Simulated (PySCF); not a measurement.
# A diatomic session: SiO+

Aim: find the lowest electronic state of SiO+, scan its bond at several levels of theory, and get bond length, wavenumber and dissociation energy from each curve.

Program: PySCF 2.14.0. Level of theory: Si pcseg-2, O pcseg-2, no relativity. These are calculated values, not measurements.

## Step 1: Input

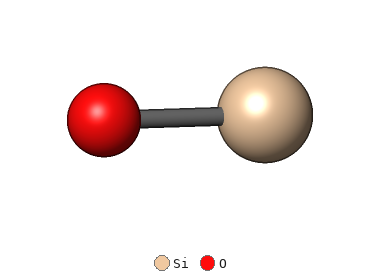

The two atoms at the starting distance (silicon light orange, oxygen red).

Settings of the job:

```
atoms                         : Si, O
charge                        : 1
basis                         : Si pcseg-2, O pcseg-2
Hamiltonian                   : no relativity
basis functions               : 64
electrons treated             : 21
masses in u                   : 27.9769, 15.9949
levels                        : PBE0, PBE, r²SCAN, BHandHLYP, TPSSh, M06-L, LC-ωPBE, HF, MP2, SCS-MP2, CCSD, CCSD(T)
grid                          : 80 radial by 434 angular points
occupations                   : held fixed by the projection of orbital angular momentum
dissociation limit            : Si+ + O, each in its ground configuration
starting distance in angstrom : 1.815
values of 2S to try           : 1, 3
```

Started as:

```sh
> OMP_NUM_THREADS=1 python dia.py task.json out
```

Further steps of the session: The PBE0 curve of the state that the search chose; Other states along the same grid; PBE (GGA); r²SCAN; BHandHLYP (global hybrid GGA); TPSSh; M06-L; LC-ωPBE (range-separated hybrid); UHF (mean field); MP2 and coupled cluster.

Q: Predict the outcome of this session. Wanted: for each run, Re; ωe; De; μ.

**Answer**, as computed:

Lowest PBE0 solution found, without spin–orbit coupling: ²Σ⁺ (doublet), unpaired electrons σ ↑. State 2 has its PBE0 minimum 0.19 eV higher. State 3 has its PBE0 minimum 3.82 eV higher. The other levels ran on the lowest alone.

```tsv
level	Re (Å)	ωe (cm⁻¹)	De (eV)	μ (D)
UHF-CCSD	1.524	1163	4.32	n/a
UHF-CCSD(T)	1.528	1150	4.61	n/a
PBE	1.526	1154	5.39	-4.34
r²SCAN	1.514	1185	5.12	-4.45
M06-L	1.514	1172	4.97	-4.16
TPSSh	1.519	1163	4.79	-4.37
PBE0	1.514	1167	4.72	-4.43
BHandHLYP	1.517	1132	4.01	-4.30
LC-ωPBE	1.506	1176	4.65	-4.63
```

De is counted to Si+ + O in their ground configurations. A positive dipole points from Si to O; in an ion it is taken about the centre of mass and does not tell which atom is negative. No constants: UHF (the points don't follow one smooth fit); UHF-MP2 (the points don't follow one smooth fit); UHF-SCS-MP2 (the points don't follow one smooth fit).

What this shows: The methods spread over 0.022 Å in bond length, from LC-ωPBE to UHF-CCSD(T). Among the levels with a De in the table, it runs from 4.01 eV (BHandHLYP) to 5.39 eV (PBE).

Correlated steps freeze 6 core orbitals. T1 is 0.078 near the minimum (highest on the curve 0.080), which may point to more than one leading configuration.
